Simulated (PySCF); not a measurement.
# CH5GeO (SMILES [CH3][GeH][OH]): levels of theory compared

We compute a comparison of 6 runs (U-wB97X/cc-pVDZ, UB3LYP/cc-pVDZ, UBHLYP/cc-pVDZ, UCAM-B3LYP/cc-pVDZ, UPBE/cc-pVDZ, USCS-MP2/cc-pVDZ) of CH5GeO. Input form: a Python script.

The results are computed with PySCF 2.14.0.

2 further runs of the same task are left out: 2 set aside as unsound or not needed.

## Step 1: The structure to begin with

CH5GeO: 8 atoms, total charge 0, spin state doublet. As SMILES, `[CH3][GeH][OH]`. The shape is that of a PBE0-D4/def2-TZVP optimisation. This is one conformer, not always the lowest.

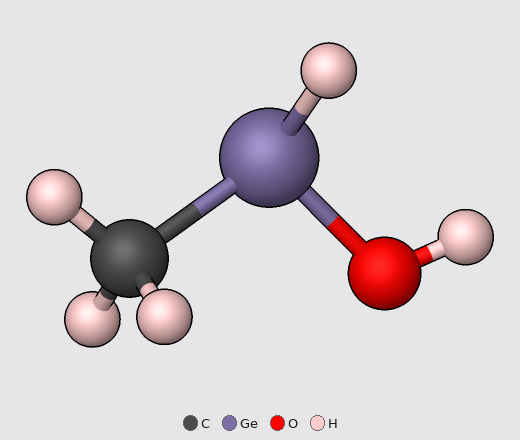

Viewed from a chosen angle; carbon dark grey, germanium purple, oxygen red, hydrogen pink.

## Step 2: A single-point energy at U-wB97X/cc-pVDZ (run 1)

calc.py

```python
from pyscf import gto, dft

mol = gto.M(
    atom=[
    ('C', (-0.669700, 0.837400, -0.542800)),
    ('Ge', (0.882200, -0.278900, -0.139000)),
    ('O', (0.160100, -1.768900, 0.546400)),
    ('H', (-0.349800, 1.807700, -0.923500)),
    ('H', (-1.247600, 0.978300, 0.373300)),
    ('H', (-1.296000, 0.347300, -1.287700)),
    ('H', (1.802100, 0.357700, 0.954000)),
    ('H', (0.810900, -2.337900, 0.963600)),
],
    max_memory=1860,
    basis='cc-pvdz',
    verbose=4,
    spin=1,
    charge=0,
)

mf = dft.UKS(mol)
mf.xc = 'wb97x'
mf.conv_tol = 1e-10
mf.grids.level = 5
mf.kernel()
if not mf.converged:
    mf = mf.newton().run(mf.mo_coeff, mf.mo_occ)

e_final = mf.e_tot
print('Final energy', e_final)
```

Run with:

```
$ OMP_NUM_THREADS=1 python calc.py
```

Log:

```text
PySCF version 2.14.0

[... 56 lines left out ...]
WARN: HOMO -0.151375216865846 >= LUMO -0.151375216865845
[... 50 lines left out ...]
converged SCF energy = -2193.30124376271  <S^2> = 0.75273649  2S+1 = 2.0027346
Final energy -2193.301243762707
```

Wall time 46 s (1 thread of Arm Neoverse V1, shared host); peak memory 0.43 GiB.

## Step 3: A single-point energy at UB3LYP/cc-pVDZ (run 2)

calc.py

```python
from pyscf import gto, dft

mol = gto.M(
    atom=[
    ('C', (-0.669700, 0.837400, -0.542800)),
    ('Ge', (0.882200, -0.278900, -0.139000)),
    ('O', (0.160100, -1.768900, 0.546400)),
    ('H', (-0.349800, 1.807700, -0.923500)),
    ('H', (-1.247600, 0.978300, 0.373300)),
    ('H', (-1.296000, 0.347300, -1.287700)),
    ('H', (1.802100, 0.357700, 0.954000)),
    ('H', (0.810900, -2.337900, 0.963600)),
],
    basis='cc-pvdz',
    verbose=3,
    spin=1,
    charge=0,
    max_memory=1860,
)

myscf = dft.UKS(mol)
myscf.xc = 'b3lyp'
myscf.conv_tol = 1e-10
myscf.grids.level = 5
myscf.kernel()
if not myscf.converged:
    myscf = myscf.newton().run(myscf.mo_coeff, myscf.mo_occ)

energy = myscf.e_tot
print('E = %.10f Eh' % energy)
```

Run with:

```
$ OMP_NUM_THREADS=1 python calc.py
```

Log:

```text
WARN: HOMO -0.175078657411477 >= LUMO -0.175078657411483

converged SCF energy = -2193.33861266775  <S^2> = 0.75159569  2S+1 = 2.001595
E = -2193.3386126678 Eh
```

It took 35 s on 1 thread of Arm Neoverse V1, shared host; peak memory 0.43 GiB.

## Step 4: A single-point energy at UBHLYP/cc-pVDZ (run 3)

mol.xyz

```xyz
8

C     -0.669700     0.837400    -0.542800
Ge     0.882200    -0.278900    -0.139000
O      0.160100    -1.768900     0.546400
H     -0.349800     1.807700    -0.923500
H     -1.247600     0.978300     0.373300
H     -1.296000     0.347300    -1.287700
H      1.802100     0.357700     0.954000
H      0.810900    -2.337900     0.963600
```

input.py

```python
from pyscf import gto, dft

system = gto.M(
    atom='mol.xyz',
    charge=0,
    verbose=4,
    max_memory=1860,
    spin=1,
    basis='cc-pvdz',
)

myscf = dft.UKS(system, xc='bhandhlyp')
myscf.conv_tol = 1e-10
myscf.grids.level = 5
myscf.kernel()
if not myscf.converged:
    myscf = myscf.newton().run(myscf.mo_coeff, myscf.mo_occ)

e_final = myscf.e_tot
print('Final energy', e_final)
```

Run with:

```
$ OMP_NUM_THREADS=1 python input.py
```

Log:

```text
PySCF version 2.14.0

[... 57 lines left out ...]
WARN: HOMO -0.160829447081185 >= LUMO -0.160829447081186
[... 50 lines left out ...]
converged SCF energy = -2193.2054745906  <S^2> = 0.75297971  2S+1 = 2.0029775
Final energy -2193.2054745905984
```

It took 34 s on 1 thread of Arm Neoverse V1, shared host; peak memory 0.43 GiB.

Runs 4 to 5 aren't shown in full; the table further down has their settings and results.

## Step 5: A single-point energy at USCS-MP2/cc-pVDZ (run 6)

input.xyz

```xyz
8
CH5GeO
C     -0.669700     0.837400    -0.542800
Ge     0.882200    -0.278900    -0.139000
O      0.160100    -1.768900     0.546400
H     -0.349800     1.807700    -0.923500
H     -1.247600     0.978300     0.373300
H     -1.296000     0.347300    -1.287700
H      1.802100     0.357700     0.954000
H      0.810900    -2.337900     0.963600
```

input.py

```python
from pyscf import gto, mp

mol = gto.M(
    atom='input.xyz',
    spin=1,
    max_memory=1860,
    basis='cc-pvdz',
    verbose=3,
)

calc0 = mol.UHF()
calc0.conv_tol = 1e-10
calc0.kernel()
if not calc0.converged:
    calc0 = calc0.newton().run(calc0.mo_coeff, calc0.mo_occ)

pt = mp.MP2(calc0, frozen=11).run()
e_final = calc0.e_tot + 1.2 * pt.e_corr_os + pt.e_corr_ss / 3
print('E(%s) = %.9f' % ('SCS-MP2', e_final))
```

Run with:

```
$ OMP_NUM_THREADS=1 python input.py
```

Log:

```text
converged SCF energy = -2190.97020967028  <S^2> = 0.75436097  2S+1 = 2.0043562
E(UMP2) = -2191.40821848354  E_corr = -0.438008813255138
E(SCS-UMP2) = -2191.4030891492  E_corr = -0.432879478923462
E(SCS-MP2) = -2191.403089149
```

It took 3.3 s on 1 thread of Arm Neoverse V1, shared host; peak memory 0.19 GiB.

## Step 6: The series

| run | level | integration grid | frozen core orbitals | energy (Eh) | dipole moment (D) of the reference | HOMO energy (eV) | LUMO energy (eV) | wall time |
| --- | --- | --- | --- | --- | --- | --- | --- | --- |
| 1 | U-wB97X/cc-pVDZ | 5 | – | -2193.301244 | 0.83 | -7.71 | -0.74 | 46 s |
| 2 | UB3LYP/cc-pVDZ | 5 | – | -2193.338613 | 0.74 | -5.27 | -2.59 | 35 s |
| 3 | UBHLYP/cc-pVDZ | 5 | – | -2193.205475 | 0.99 | -6.60 | -1.42 | 34 s |
| 4 | UCAM-B3LYP/cc-pVDZ | 5 | – | -2193.357301 | 0.85 | -6.79 | -1.26 | 47 s |
| 5 | UPBE/cc-pVDZ | 5 | – | -2192.832631 | 0.58 | -4.32 | -3.09 | 33 s |
| 6 | USCS-MP2/cc-pVDZ | – | 11 | -2191.403089 | 1.28 | -8.60 | 1.52 | 3.3 s |

## Step 7: Results

| quantity | value |
| --- | --- |
| run 6: total energy | -2191.40309 Eh |
| run 6: dipole moment (Hartree–Fock density) | 1.28 D |
| run 6: HOMO energy (Hartree–Fock orbitals) (highest over α and β) | -8.60 eV |
| run 6: LUMO energy (Hartree–Fock orbitals) (lowest over α and β) | 1.52 eV |
| run 6: correlation energy (11 core orbitals frozen) | -432.9 mEh |
| run 6: ⟨S²⟩ of the reference determinant | 0.754 |

In words: Over runs 1, 2, 3, 4, 5 the dipole moment (its size) runs from 0.58 D (UPBE/cc-pVDZ) to 0.99 D (UBHLYP/cc-pVDZ). Totals of different functionals can't be ranked against each other. All runs together took 3.3 min, the longest 47 s.
